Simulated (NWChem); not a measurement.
# wB97X/6-31G(d) (spherical functions) run of SiH2O (oxosilane)

Aim: the vertical ionisation energy of SiH2O (oxosilane) at wB97X/6-31G* (spherical functions), from 2 runs. 

The results are computed with NWChem 7.3.0.

2 further runs of the same task are left out: 2 set aside as unsound or not needed.

### Step 1. The structure to begin with

The species is SiH2O (4 atoms), meant as a singlet with charge 0. SMILES: `O=[SiH2]`. Geometry: relaxed at PBE0-D4/def2-TZVP.

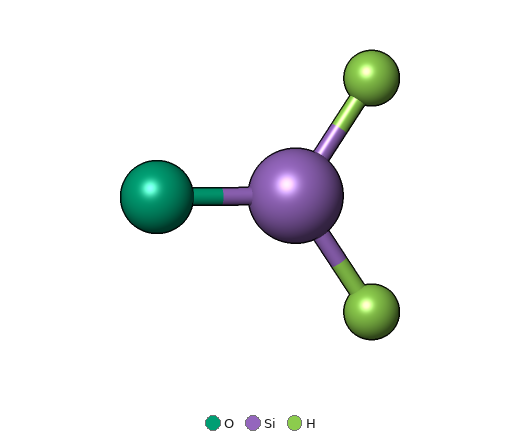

Viewed from a chosen angle; oxygen teal, silicon purple, hydrogen green.

### Step 2. A single-point energy at wB97X/6-31G(d) (spherical functions)

h2osi.nw

```
start h2osi
title "H2OSi"
memory 2200 mb
charge 0

geometry units bohr noautosym nocenter noautoz
O     -0.53517044     0.78140175     2.77695254
Si    -0.01266117     0.01851932     0.06595144
H      0.83129052    -2.54357136    -0.71091497
H     -0.28345892     1.74365030    -2.13217799
end

basis "ao basis" spherical bse
* library 6-31G*
end

dft
xc wb97x
mult 1
grid lebedev 50 8
convergence energy 1e-08
iterations 100
mulliken
print low
end

task dft energy
```

Started as:

```
$ nwchem h2osi.nw > h2osi.out
```

The log of the run:

```text
[...]
 d= 0,ls=0.0,diis     1   -365.7011640878 -4.18D+02  4.54D-02  1.05D+00     0.3
[...]
 d= 0,ls=0.0,diis    10   -365.8426551357 -4.62D-09  1.39D-06  4.04D-10     2.0
         Total DFT energy =     -365.842655135698
      One electron energy =     -610.419817961817
           Coulomb energy =      222.319196157587
    Exchange-Corr. energy =      -30.226823355134
 Nuclear repulsion energy =       52.484790023666
[...]
      Total Density - Mulliken Population Analysis
     ---------------------------------------------
    Atom       Charge   Shell Charges
 -----------   ------   -------------------------------------------------------
    1 O    8     8.52   2.00  0.92  2.82  0.93  1.83  0.02
    2 Si  14    13.33   2.00  2.00  5.96  0.95  1.69  0.20  0.27  0.26
    3 H    1     1.08   0.50  0.58
    4 H    1     1.08   0.50  0.58
[...]
```

Wall time 2.5 s (1 thread of AMD EPYC 9R45 (Zen 5), shared host); peak memory 0.11 GiB.

### Step 3. The doublet cation at the same level

sp.nw

```
start sp
memory stack 880 mb heap 220 mb global 1100 mb
charge 1

geometry units atomic noautosym nocenter noautoz
   O     -0.53517044     0.78140175     2.77695254
   Si    -0.01266117     0.01851932     0.06595144
   H      0.83129052    -2.54357136    -0.71091497
   H     -0.28345892     1.74365030    -2.13217799
end

basis spherical bse
   O library 6-31G*
   Si library 6-31G*
   H library 6-31G*
end

dft
   xc wb97x
   mult 2
   grid lebedev 50 8
   convergence energy 1e-08
   maxiter 100
   mulliken
   print low
end

task dft energy
```

Started as:

```
$ nwchem sp.nw > sp.out
```

The log of the run:

```text
[...]
 d= 0,ls=0.0,diis     1   -364.9848502748 -4.17D+02  4.15D-02  8.22D-01     0.3
[...]
 d= 0,ls=0.0,diis    13   -365.4520679534 -3.38D-09  6.89D-07  3.72D-10     2.8
[...]
         Total DFT energy =     -365.452067953388
      One electron energy =     -602.483149630678
           Coulomb energy =      214.457645290482
    Exchange-Corr. energy =      -29.911353636858
 Nuclear repulsion energy =       52.484790023666
[...]
      Total Density - Mulliken Population Analysis
     ---------------------------------------------
    Atom       Charge   Shell Charges
 -----------   ------   -------------------------------------------------------
    1 O    8     8.11   2.00  0.97  2.75  0.93  1.44  0.02
    2 Si  14    13.09   2.00  2.00  5.96  1.04  1.67  0.14  0.07  0.21
    3 H    1     0.90   0.47  0.43
    4 H    1     0.90   0.47  0.43
[...]
      <S2> =      0.7572 (Exact =     0.7500)
[...]
```

It took 3.3 s on 1 thread of AMD EPYC 9R45 (Zen 5), shared host; peak memory 0.1 GiB.

### Step 4. What came out

Level: wB97X/6-31G* (spherical functions).

| quantity | value |
| --- | --- |
| singlet SiH2O: total energy | -365.84266 Eh |
| doublet cation: total energy | -365.45207 Eh |
| doublet cation: ⟨S²⟩ | 0.757 |
| vertical ionisation energy (to the doublet cation) | 10.628 eV |

What this shows: Removing an electron at fixed nuclei costs 10.63 eV (245 kcal/mol). Mulliken charges (singlet SiH2O) run from -0.52 on O1 to +0.67 on Si2; they depend strongly on the basis.
